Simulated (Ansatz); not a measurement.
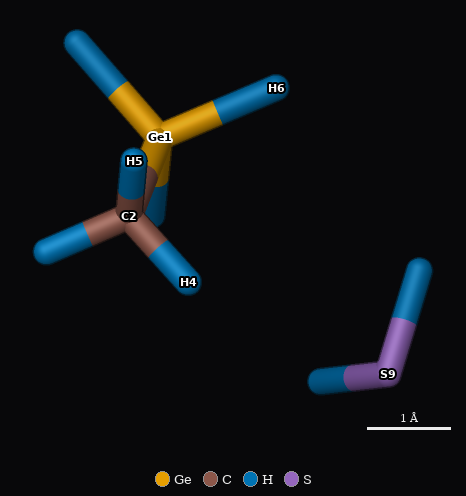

Fig. 1: The input geometry (stick view, seen at a tilt; atoms are numbered from 1 in the order of the input). Sticks mark near contacts. Bond lengths as drawn: C–Ge 1.95 Å, C–H 1.09 Å, Ge–H 1.54 Å and H–S 1.35 Å.

# CH8GeS: nudged elastic band (part 1 of 2)

System: CH8GeS.
Method: RKS PBE0-D4/def2-mTZVP (Ansatz 0.2.0).

The run did not end well. It belongs to a series of runs on one base structure; here: band between the two ends.

Input:
```yaml
crystal:
  periodic: [false, false, false]
  atoms:
    - { symbol: Ge, position_ang: [-0.327325, 0.160517, 0.231312] }
    - { symbol: C, position_ang: [-0.025721, 0.552339, 2.118963] }
    - { symbol: H, position_ang: [-0.969008, 0.767403, 2.623465] }
    - { symbol: H, position_ang: [0.441349, -0.305879, 2.602836] }
    - { symbol: H, position_ang: [0.628854, 1.417606, 2.233227] }
    - { symbol: H, position_ang: [1.001308, -0.157241, -0.485662] }
    - { symbol: H, position_ang: [-0.98144, 1.357709, -0.486718] }
    - { symbol: H, position_ang: [-1.258538, -1.058332, 0.064175] }
    - { symbol: S, position_ang: [1.270909, -3.243975, 1.618768] }
    - { symbol: H, position_ang: [1.727873, -2.754893, 0.444603] }
    - { symbol: H, position_ang: [0.027038, -3.431653, 1.125429] }
basis:
  gaussian: { orbitals: def2-mTZVP }
hamiltonian:
  xc: pbe0
  dispersion: d4
neb:
  order_check: false
  images: 7
  f_tol: 0.05
  max_iterations: 60
  optimiser: fire
  climbing: immediate
  final_atoms:
    - { symbol: Ge, position_ang: [0.04507455, -0.83979208, -0.72109753] }
    - { symbol: C, position_ang: [0.19205975, 0.30143272, 3.05629639] }
    - { symbol: H, position_ang: [-0.89646254, 0.36689408, 3.0602187] }
    - { symbol: H, position_ang: [0.56597693, 0.42614254, 4.07223594] }
    - { symbol: H, position_ang: [0.60064864, 1.0897885, 2.42304761] }
    - { symbol: H, position_ang: [1.085995, 0.28024975, -0.61341173] }
    - { symbol: H, position_ang: [-1.24073415, -0.46554562, 0.0322035] }
    - { symbol: H, position_ang: [-0.28180665, -1.13614398, -2.19432919] }
    - { symbol: S, position_ang: [1.01457884, -2.61131015, 0.22710468] }
    - { symbol: H, position_ang: [-0.04720743, -3.43554047, 0.07499312] }
    - { symbol: H, position_ang: [0.49717604, -0.67257427, 2.67313651] }
  initial_path:
    images:
      - { positions_ang: [[-0.327325, 0.160517, 0.231312], [-0.025721, 0.552339, 2.118963], [-0.969008, 0.767403, 2.623465], [0.441349, -0.305879, 2.602836], [0.628854, 1.417606, 2.233227], [1.001308, -0.157241, -0.485662], [-0.98144, 1.357709, -0.486718], [-1.258538, -1.058332, 0.064175], [1.270909, -3.243975, 1.618768], [1.727873, -2.754893, 0.444603], [0.027038, -3.431653, 1.125429]] }
      - { positions_ang: [[-0.27475205, 0.09225227, 0.16475299], [-0.00485472, 0.43983649, 2.15382488], [-0.94971246, 0.52050178, 2.65114617], [0.55357057, -0.36249045, 2.60903223], [0.53637058, 1.35393016, 2.30414576], [1.07572239, -0.13996989, -0.53051517], [-0.97470328, 1.28354135, -0.51529064], [-1.14669054, -1.15736786, -0.0459301], [1.20683259, -2.98409276, 1.43526955], [1.33872061, -2.89316543, 0.5104662], [0.17479529, -2.84937465, 1.35349614]] }
      - { positions_ang: [[-0.2221791, 0.02398755, 0.09819397], [0.01601157, 0.32733397, 2.18868675], [-0.93041692, 0.27360056, 2.67882733], [0.66579215, -0.41910189, 2.61522846], [0.44388717, 1.29025433, 2.37506452], [1.15013679, -0.12269879, -0.57536834], [-0.96796656, 1.20937369, -0.54386328], [-1.03484308, -1.25640373, -0.1560352], [1.14275619, -2.72421053, 1.2517711], [0.94956822, -3.03143786, 0.5763294], [0.32255258, -2.26709631, 1.58156328]] }
      - { positions_ang: [[-0.16960615, -0.04427718, 0.03163496], [0.03687785, 0.21483146, 2.22354863], [-0.91112137, 0.02669934, 2.7065085], [0.77801372, -0.47571334, 2.62142469], [0.35140375, 1.22657849, 2.44598329], [1.22455118, -0.10542768, -0.6202215], [-0.96122983, 1.13520604, -0.57243593], [-0.92299561, -1.35543959, -0.2661403], [1.07867978, -2.46432829, 1.06827265], [0.56041583, -3.16971029, 0.6421926], [0.47030986, -1.68481796, 1.80963042]] }
      - { positions_ang: [[-0.1170332, -0.1125419, -0.03492405], [0.05774413, 0.10232895, 2.25841051], [-0.89182583, -0.22020188, 2.73418966], [0.89023529, -0.53232478, 2.62762092], [0.25892034, 1.16290266, 2.51690205], [1.29896558, -0.08815657, -0.66507467], [-0.95449311, 1.06103839, -0.60100857], [-0.81114815, -1.45447545, -0.3762454], [1.01460338, -2.20444606, 0.8847742], [0.17126344, -3.30798272, 0.7080558], [0.61806715, -1.10253961, 2.03769756]] }
      - { positions_ang: [[-0.07650627, -0.29435445, -0.20646742], [0.09132304, 0.15210489, 2.45788198], [-0.89298501, -0.07342789, 2.81569692], [0.8091707, -0.29270795, 2.98877467], [0.34435241, 1.14462412, 2.49343844], [1.24572294, 0.00394501, -0.65215893], [-1.02605337, 0.67939239, -0.44270555], [-0.67881278, -1.37489259, -0.83076635], [1.01459724, -2.30616208, 0.72035682], [0.11664572, -3.33987216, 0.54979013], [0.58784437, -0.99504828, 2.1965573]] }
      - { positions_ang: [[-0.03597933, -0.47616699, -0.37801079], [0.12490194, 0.20188083, 2.65735345], [-0.89414418, 0.0733461, 2.89720418], [0.72810611, -0.05309112, 3.34992843], [0.42978449, 1.12634558, 2.46997483], [1.19248029, 0.09604659, -0.6392432], [-1.09761363, 0.29774638, -0.28440253], [-0.5464774, -1.29530972, -1.28528729], [1.01459111, -2.4078781, 0.55593944], [0.062028, -3.3717616, 0.39152446], [0.5576216, -0.88755694, 2.35541704]] }
      - { positions_ang: [[0.00454761, -0.65797954, -0.54955416], [0.15848085, 0.25165677, 2.85682492], [-0.89530336, 0.22012009, 2.97871144], [0.64704152, 0.18652571, 3.71108218], [0.51521657, 1.10806704, 2.44651122], [1.13923765, 0.18814817, -0.62632746], [-1.16917389, -0.08389962, -0.12609952], [-0.41414202, -1.21572685, -1.73980824], [1.01458497, -2.50959412, 0.39152206], [0.00741029, -3.40365104, 0.23325879], [0.52739882, -0.78006561, 2.51427677]] }
      - { positions_ang: [[0.04507455, -0.83979208, -0.72109753], [0.19205975, 0.30143272, 3.05629639], [-0.89646254, 0.36689408, 3.0602187], [0.56597693, 0.42614254, 4.07223594], [0.60064864, 1.0897885, 2.42304761], [1.085995, 0.28024975, -0.61341173], [-1.24073415, -0.46554562, 0.0322035], [-0.28180665, -1.13614398, -2.19432919], [1.01457884, -2.61131015, 0.22710468], [-0.04720743, -3.43554047, 0.07499312], [0.49717604, -0.67257427, 2.67313651]] }
```

Command:
```bash
ansatz run input.yaml --threads 2 --pin off --max-ram 3072MiB --backend cpu --events-out ev --progress --plain --runs-dir out
```

Output:
```
Engine: ansatz 0.2.0, aarch64-unknown-linux-gnu
Functional definition: PBE0
  parameter a = 0.25
  parameter kappa = 0.804
  parameter beta = 0.06672455060314922
  exchange = (1 - a)*pbe_x(kappa = kappa, mu = beta*pi^2/3) + a*exact_x
  correlation = pbe_c(beta = beta)
1045 factors; integrals over basis functions are off by at most 5.6e-4 eV
mean field evaluation 1: about -68503.3464 eV, gradient 5.0e1 eV
mean field evaluation 2: about -68500.9331 eV, gradient 5.6e1 eV
mean field evaluation 4: about -68508.6013 eV, gradient 1.3e0 eV
mean field evaluation 8: about -68508.6275 eV, gradient 3.2e-2 eV
mean field -68508.62750172 eV, -2517.6456238727 hartree, gradient 7.4e-5 eV, S^2 0.000000; 0 other end points of the search recorded, 0 dependent functions left out
the calculation of the forces begins
reference -68508.62753544 eV, -2517.6456251119 hartree; 31, 31 occupied and 70, 70 virtual orbitals, 1045 factors
1040 factors; integrals over basis functions are off by at most 9.0e-4 eV
mean field evaluation 16: about -68502.9233 eV, gradient 4.9e1 eV
mean field -68509.34376265 eV, -2517.6719459763 hartree, gradient 4.8e-5 eV, S^2 0.000000; 0 other end points of the search recorded, 0 dependent functions left out
[... from here on the field's lines of each further geometry are left out, up to the last ...]
NEB iter   1: max|band force component| = 7.789e1 eV/Å  barrier→ = 18.5255 eV  barrier← = 19.2376 eV  CI = image 2  Δτ_max = 0.2000 Å  (231 SCF iters)
NEB iter   2: max|band force component| = 1.559e1 eV/Å  barrier→ = 4.8614 eV  barrier← = 5.5735 eV  CI = image 5  Δτ_max = 0.2000 Å  (201 SCF iters)
NEB iter   3: max|band force component| = 3.160e0 eV/Å  barrier→ = 4.0212 eV  barrier← = 4.7333 eV  CI = image 5  Δτ_max = 0.0561 Å  (195 SCF iters)
NEB iter   4: max|band force component| = 2.698e0 eV/Å  barrier→ = 3.6546 eV  barrier← = 4.3666 eV  CI = image 5  Δτ_max = 0.1038 Å  (197 SCF iters)
NEB iter   5: max|band force component| = 2.156e0 eV/Å  barrier→ = 3.3110 eV  barrier← = 4.0231 eV  CI = image 5  Δτ_max = 0.0317 Å  (195 SCF iters)
NEB iter   6: max|band force component| = 1.969e0 eV/Å  barrier→ = 3.2130 eV  barrier← = 3.9251 eV  CI = image 5  Δτ_max = 0.0615 Å  (202 SCF iters)
NEB iter   7: max|band force component| = 1.615e0 eV/Å  barrier→ = 3.0904 eV  barrier← = 3.8024 eV  CI = image 5  Δτ_max = 0.0255 Å  (200 SCF iters)
NEB iter   8: max|band force component| = 1.557e0 eV/Å  barrier→ = 3.0407 eV  barrier← = 3.7528 eV  CI = image 5  Δτ_max = 0.0483 Å  (201 SCF iters)
NEB iter   9: max|band force component| = 1.342e0 eV/Å  barrier→ = 2.9737 eV  barrier← = 3.6858 eV  CI = image 5  Δτ_max = 0.0203 Å  (201 SCF iters)
NEB iter  10: max|band force component| = 1.189e0 eV/Å  barrier→ = 2.9380 eV  barrier← = 3.6500 eV  CI = image 5  Δτ_max = 0.0386 Å  (190 SCF iters)
NEB iter  11: max|band force component| = 1.181e0 eV/Å  barrier→ = 2.8863 eV  barrier← = 3.5984 eV  CI = image 5  Δτ_max = 0.0205 Å  (190 SCF iters)
NEB iter  12: max|band force component| = 9.456e-1 eV/Å  barrier→ = 2.8558 eV  barrier← = 3.5679 eV  CI = image 5  Δτ_max = 0.0291 Å  (174 SCF iters)
NEB iter  13: max|band force component| = 1.248e0 eV/Å  barrier→ = 2.8115 eV  barrier← = 3.5235 eV  CI = image 5  Δτ_max = 0.0196 Å  (187 SCF iters)
NEB iter  14: max|band force component| = 7.341e-1 eV/Å  barrier→ = 2.7853 eV  barrier← = 3.4974 eV  CI = image 5  Δτ_max = 0.0235 Å  (174 SCF iters)
NEB iter  15: max|band force component| = 1.168e0 eV/Å  barrier→ = 2.7490 eV  barrier← = 3.4611 eV  CI = image 5  Δτ_max = 0.0203 Å  (180 SCF iters)
NEB iter  16: max|band force component| = 5.818e-1 eV/Å  barrier→ = 2.7273 eV  barrier← = 3.4394 eV  CI = image 5  Δτ_max = 0.0207 Å  (172 SCF iters)
NEB iter  17: max|band force component| = 1.288e0 eV/Å  barrier→ = 2.6986 eV  barrier← = 3.4106 eV  CI = image 5  Δτ_max = 0.0297 Å  (178 SCF iters)
NEB iter  18: max|band force component| = 5.286e-1 eV/Å  barrier→ = 2.6529 eV  barrier← = 3.3649 eV  CI = image 5  Δτ_max = 0.0385 Å  (178 SCF iters)
NEB iter  19: max|band force component| = 9.377e-1 eV/Å  barrier→ = 2.6087 eV  barrier← = 3.3208 eV  CI = image 5  Δτ_max = 0.0456 Å  (189 SCF iters)
NEB iter  20: max|band force component| = 4.855e-1 eV/Å  barrier→ = 2.5648 eV  barrier← = 3.2769 eV  CI = image 5  Δτ_max = 0.0520 Å  (185 SCF iters)
NEB iter  21: max|band force component| = 9.647e-1 eV/Å  barrier→ = 2.5294 eV  barrier← = 3.2415 eV  CI = image 5  Δτ_max = 0.0632 Å  (188 SCF iters)
NEB iter  22: max|band force component| = 3.802e-1 eV/Å  barrier→ = 2.4977 eV  barrier← = 3.2098 eV  CI = image 5  Δτ_max = 0.0754 Å  (184 SCF iters)
NEB iter  23: max|band force component| = 1.196e0 eV/Å  barrier→ = 2.4758 eV  barrier← = 3.1879 eV  CI = image 5  Δτ_max = 0.0287 Å  (186 SCF iters)
NEB iter  24: max|band force component| = 1.036e0 eV/Å  barrier→ = 2.4688 eV  barrier← = 3.1809 eV  CI = image 5  Δτ_max = 0.0060 Å  (182 SCF iters)
NEB iter  25: max|band force component| = 6.298e-1 eV/Å  barrier→ = 2.4664 eV  barrier← = 3.1784 eV  CI = image 5  Δτ_max = 0.0095 Å  (146 SCF iters)
NEB iter  26: max|band force component| = 2.727e-1 eV/Å  barrier→ = 2.4637 eV  barrier← = 3.1757 eV  CI = image 5  Δτ_max = 0.0082 Å  (153 SCF iters)
NEB iter  27: max|band force component| = 6.251e-1 eV/Å  barrier→ = 2.4617 eV  barrier← = 3.1738 eV  CI = image 5  Δτ_max = 0.0036 Å  (148 SCF iters)
NEB iter  28: max|band force component| = 3.153e-1 eV/Å  barrier→ = 2.4604 eV  barrier← = 3.1724 eV  CI = image 5  Δτ_max = 0.0053 Å  (141 SCF iters)
NEB iter  29: max|band force component| = 2.118e-1 eV/Å  barrier→ = 2.4586 eV  barrier← = 3.1707 eV  CI = image 5  Δτ_max = 0.0042 Å  (146 SCF iters)
NEB iter  30: max|band force component| = 4.775e-1 eV/Å  barrier→ = 2.4569 eV  barrier← = 3.1690 eV  CI = image 5  Δτ_max = 0.0027 Å  (148 SCF iters)
NEB iter  31: max|band force component| = 2.881e-1 eV/Å  barrier→ = 2.4561 eV  barrier← = 3.1681 eV  CI = image 5  Δτ_max = 0.0042 Å  (133 SCF iters)
NEB iter  32: max|band force component| = 1.903e-1 eV/Å  barrier→ = 2.4548 eV  barrier← = 3.1668 eV  CI = image 5  Δτ_max = 0.0039 Å  (144 SCF iters)
NEB iter  33: max|band force component| = 2.571e-1 eV/Å  barrier→ = 2.4533 eV  barrier← = 3.1653 eV  CI = image 5  Δτ_max = 0.0051 Å  (144 SCF iters)
NEB iter  34: max|band force component| = 3.112e-1 eV/Å  barrier→ = 2.4513 eV  barrier← = 3.1634 eV  CI = image 5  Δτ_max = 0.0060 Å  (146 SCF iters)
NEB iter  35: max|band force component| = 1.657e-1 eV/Å  barrier→ = 2.4489 eV  barrier← = 3.1609 eV  CI = image 5  Δτ_max = 0.0070 Å  (149 SCF iters)
NEB iter  36: max|band force component| = 1.583e-1 eV/Å  barrier→ = 2.4464 eV  barrier← = 3.1584 eV  CI = image 5  Δτ_max = 0.0089 Å  (151 SCF iters)
NEB iter  37: max|band force component| = 2.925e-1 eV/Å  barrier→ = 2.4437 eV  barrier← = 3.1557 eV  CI = image 5  Δτ_max = 0.0109 Å  (154 SCF iters)
NEB iter  38: max|band force component| = 2.001e-1 eV/Å  barrier→ = 2.4405 eV  barrier← = 3.1526 eV  CI = image 5  Δτ_max = 0.0131 Å  (153 SCF iters)
NEB iter  39: max|band force component| = 1.274e-1 eV/Å  barrier→ = 2.4371 eV  barrier← = 3.1491 eV  CI = image 5  Δτ_max = 0.0153 Å  (156 SCF iters)
NEB iter  40: max|band force component| = 2.293e-1 eV/Å  barrier→ = 2.4336 eV  barrier← = 3.1456 eV  CI = image 5  Δτ_max = 0.0172 Å  (158 SCF iters)
NEB iter  41: max|band force component| = 1.160e-1 eV/Å  barrier→ = 2.4297 eV  barrier← = 3.1418 eV  CI = image 5  Δτ_max = 0.0202 Å  (164 SCF iters)
NEB iter  42: max|band force component| = 1.676e-1 eV/Å  barrier→ = 2.4259 eV  barrier← = 3.1380 eV  CI = image 5  Δτ_max = 0.0242 Å  (165 SCF iters)
NEB iter  43: max|band force component| = 2.744e-1 eV/Å  barrier→ = 2.4221 eV  barrier← = 3.1342 eV  CI = image 5  Δτ_max = 0.0282 Å  (172 SCF iters)
NEB iter  44: max|band force component| = 1.828e-1 eV/Å  barrier→ = 2.4185 eV  barrier← = 3.1306 eV  CI = image 5  Δτ_max = 0.0324 Å  (179 SCF iters)
NEB iter  45: max|band force component| = 2.087e-1 eV/Å  barrier→ = 2.4154 eV  barrier← = 3.1274 eV  CI = image 5  Δτ_max = 0.0359 Å  (185 SCF iters)
NEB iter  46: max|band force component| = 5.039e-1 eV/Å  barrier→ = 2.4126 eV  barrier← = 3.1247 eV  CI = image 5  Δτ_max = 0.0247 Å  (190 SCF iters)
NEB iter  47: max|band force component| = 1.002e0 eV/Å  barrier→ = 2.4126 eV  barrier← = 3.1246 eV  CI = image 5  Δτ_max = 0.0128 Å  (158 SCF iters)
NEB iter  48: max|band force component| = 3.069e-1 eV/Å  barrier→ = 2.4114 eV  barrier← = 3.1235 eV  CI = image 5  Δτ_max = 0.0162 Å  (149 SCF iters)
NEB iter  49: max|band force component| = 6.882e-1 eV/Å  barrier→ = 2.4113 eV  barrier← = 3.1234 eV  CI = image 5  Δτ_max = 0.0022 Å  (151 SCF iters)
NEB iter  50: max|band force component| = 5.470e-1 eV/Å  barrier→ = 2.4111 eV  barrier← = 3.1232 eV  CI = image 5  Δτ_max = 0.0039 Å  (128 SCF iters)
NEB iter  51: max|band force component| = 2.993e-1 eV/Å  barrier→ = 2.4109 eV  barrier← = 3.1229 eV  CI = image 5  Δτ_max = 0.0048 Å  (133 SCF iters)
NEB iter  52: max|band force component| = 7.635e-2 eV/Å  barrier→ = 2.4106 eV  barrier← = 3.1227 eV  CI = image 5  Δτ_max = 0.0044 Å  (133 SCF iters)
NEB iter  53: max|band force component| = 2.561e-1 eV/Å  barrier→ = 2.4105 eV  barrier← = 3.1225 eV  CI = image 5  Δτ_max = 0.0002 Å  (135 SCF iters)
NEB iter  54: max|band force component| = 2.444e-1 eV/Å  barrier→ = 2.4105 eV  barrier← = 3.1225 eV  CI = image 5  Δτ_max = 0.0004 Å  (116 SCF iters)
NEB iter  55: max|band force component| = 2.215e-1 eV/Å  barrier→ = 2.4104 eV  barrier← = 3.1225 eV  CI = image 5  Δτ_max = 0.0006 Å  (118 SCF iters)
NEB iter  56: max|band force component| = 1.884e-1 eV/Å  barrier→ = 2.4104 eV  barrier← = 3.1224 eV  CI = image 5  Δτ_max = 0.0008 Å  (119 SCF iters)
NEB iter  57: max|band force component| = 1.468e-1 eV/Å  barrier→ = 2.4103 eV  barrier← = 3.1224 eV  CI = image 5  Δτ_max = 0.0009 Å  (123 SCF iters)
NEB iter  58: max|band force component| = 9.990e-2 eV/Å  barrier→ = 2.4103 eV  barrier← = 3.1223 eV  CI = image 5  Δτ_max = 0.0009 Å  (124 SCF iters)
NEB iter  59: max|band force component| = 7.708e-2 eV/Å  barrier→ = 2.4102 eV  barrier← = 3.1223 eV  CI = image 5  Δτ_max = 0.0010 Å  (125 SCF iters)
the calculation of the forces begins
reference -68508.39712880 eV, -2517.6371578241 hartree; 31, 31 occupied and 70, 70 virtual orbitals, 1045 factors
these checks for a lower state are left out or cut short: starts, cluster_reference, orbital_swaps, neighbouring_geometries, increment
1045 factors; integrals over basis functions are off by at most 8.2e-4 eV
mean field -68509.23320718 eV, -2517.6678831376 hartree, gradient 1.9e-5 eV, S^2 0.000000; 0 other end points of the search recorded, 0 dependent functions left out
the calculation of the forces begins
reference -68509.23324097 eV, -2517.6678843795 hartree; 31, 31 occupied and 70, 70 virtual orbitals, 1045 factors
NEB iter  60: max|band force component| = 7.395e-2 eV/Å  barrier→ = 2.4101 eV  barrier← = 3.1222 eV  CI = image 5  Δτ_max = 0.0010 Å  (126 SCF iters)
```
